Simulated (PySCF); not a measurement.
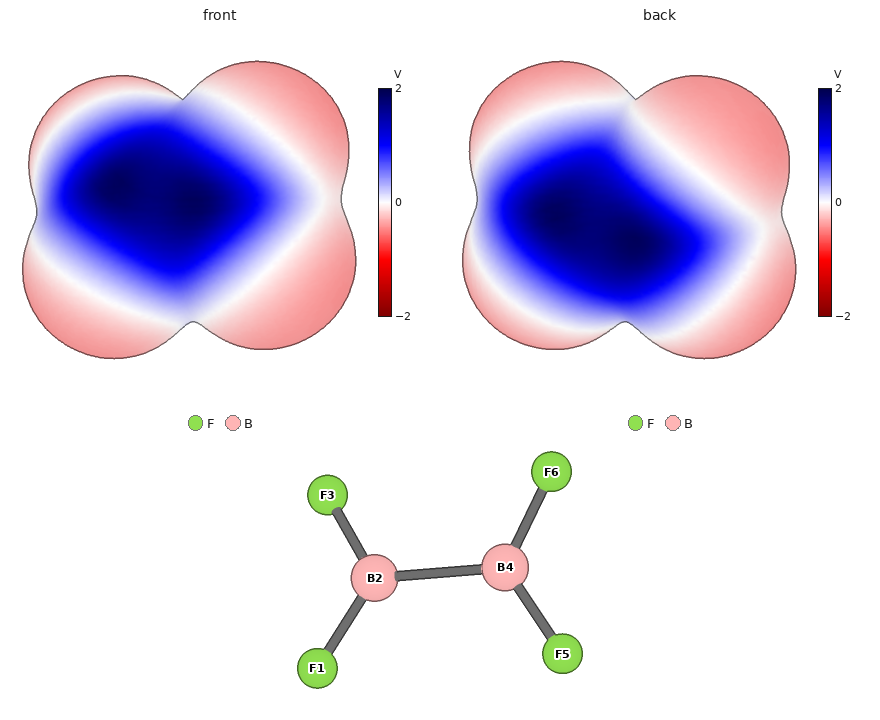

Figure 1: B₂F₄ (Diboron tetrafluoride). The molecular electrostatic potential painted on the density surface at 0.001 e/bohr³, seen from the front and from behind; the colour scale runs from red (negative) to blue (positive). The bare structure is drawn below in the same view.

Geometry: PBE0-D3(BJ)/def2-SVP.

Level of theory: PySCF, B3LYP/pcSseg-2, SCF density, gas phase, non-relativistic.

```tsv
atom	x (Å)	y (Å)	z (Å)
F	1.5379	1.0828	-0.3912
B	0.8584	-0.0036	-0.0916
F	1.5472	-1.1114	0.0773
B	-0.8583	0.0122	0.0803
F	-1.5965	1.0109	-0.3563
F	-1.4855	-0.9887	0.6601
```

Q: Describe the electrostatic potential map.

A: The most negative region (about −0.4 V, or −9 kcal/mol for a unit charge) lies over F1, F3, F5 and F6, the most positive (about +1.9 V, or +44 kcal/mol for a unit charge) over B2 and B4.

Q: How polar is the molecule by this calculation?

A: Its dipole moment is zero.
